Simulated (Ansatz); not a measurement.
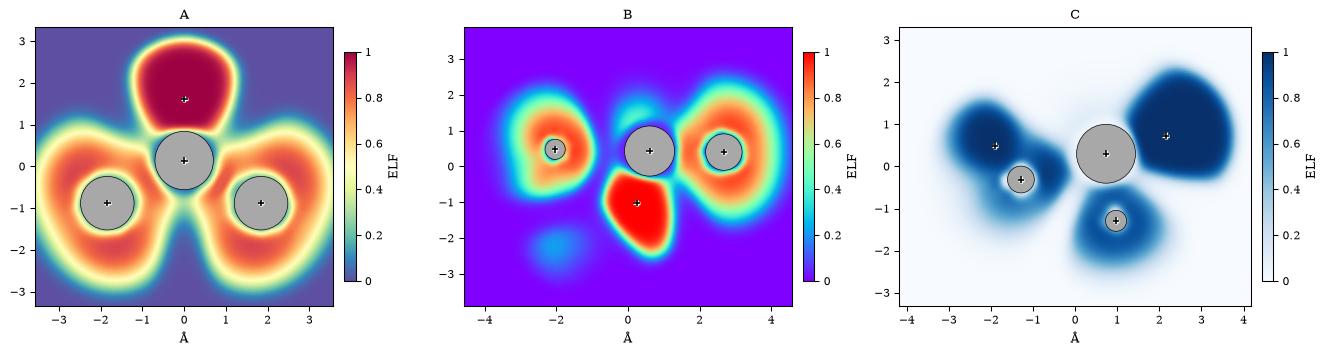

The ELF of 3 systems, each on a plane through atoms (crosses mark nuclei in the plane; grey discs cover the cores).

Method: Ansatz 0.2.0, RKS PBE0-D4/def2-TZVPP.

System 1: F₃HSi···NH₃, the plane of atoms F2, Si1 and H5. The reactant side of a reaction path; geometry: PBE0-D4/def2-TZVP.

```csv
atom,x (Å),y (Å),z (Å)
Si,-0.9134,0.2805,0.1730
F,-0.8957,-1.0399,1.0955
F,-1.0272,0.0851,-1.4218
F,-0.1581,1.5937,0.7204
H,-2.3037,0.7074,0.4364
H,1.0893,-1.2557,-0.6155
N,1.0734,-0.3296,-0.2033
H,1.5279,0.3126,-0.8429
H,1.6075,-0.3540,0.6581
```

System 2: ClH₃Si···H₂O···HF, the plane of atoms H2, Si1 and Cl5. The reactant side of a reaction path; geometry: PBE0-D4/def2-TZVP.

```csv
atom,x (Å),y (Å),z (Å)
Si,-0.7521,0.9728,0.4205
H,0.4955,0.4380,1.0382
H,-0.4651,1.8485,-0.7297
H,-1.7678,-0.0708,0.2026
Cl,-1.5111,2.2119,1.8989
H,0.6158,-1.3894,-1.0818
O,0.1998,-0.6063,-1.4628
H,1.0337,-1.1744,1.0596
F,1.3073,-1.9982,0.7230
H,0.8442,-0.2322,-2.0684
```

System 3: Br₂HSi (charge +1), the molecular plane. Geometry: PBE0-D4/def2-TZVP.

```xyz
4

Br   -2.0322    0.1462    0.1022
Si    0.0727    0.1060    0.0631
Br    1.1407   -1.4462   -0.8768
H     0.8188    1.1941    0.7115
```

### Match each panel to its system.

Panel A is system 3, Br₂HSi: the plane holds Br, Si and H. Si–Br (2.11 Å): the ELF peaks at about 0.85 between the atoms, as expected for a short, strongly polar bond. Panel B is system 2, ClH₃Si···H₂O···HF: the plane holds Si, H, Cl and O. Si–Cl (2.07 Å): the ELF peaks at about 0.85 between the atoms; a polar covalent bond. Panel C is system 1, F₃HSi···NH₃: the plane holds Si, F, H and N. Si1···N7 (2.11 Å): the ELF peaks at about 0.95 between the atoms.
